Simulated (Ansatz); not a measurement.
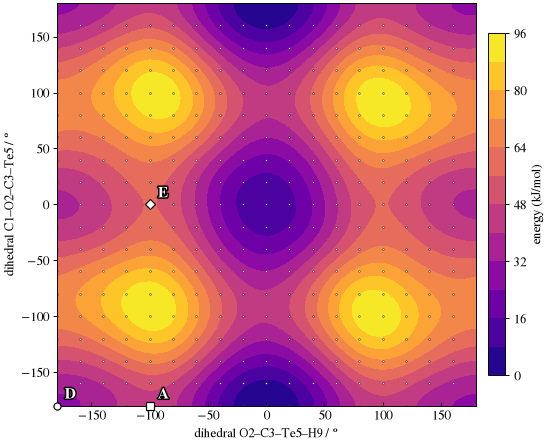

C2H4OSTe, SMILES COC(=S)[TeH]. The first coordinate is: dihedral O2–C3–Te5–H9; the second: dihedral C1–O2–C3–Te5. Nothing is relaxed (all other coordinates rigid). The scan uses an 18 × 18 grid. Points are written as (first, second). All energies are given in kJ/mol relative to the lowest grid point. Computed with RKS SPW92 (LDA)/def2-SVP (Ansatz).

The picture shows filled contours, dots at the grid points, lettered points. Between grid points the surface is interpolated.

Rank the lettered points by energy, lowest first.

Answer. D (30 kJ/mol), A (46 kJ/mol), E (56 kJ/mol).

What kind of point is each of A, D, E: minimum, saddle, maximum or slope?

Answer. A: saddle point; D: minimum; E: saddle point. (In these two coordinates alone; a stationary point may lie a little off the grid point.)
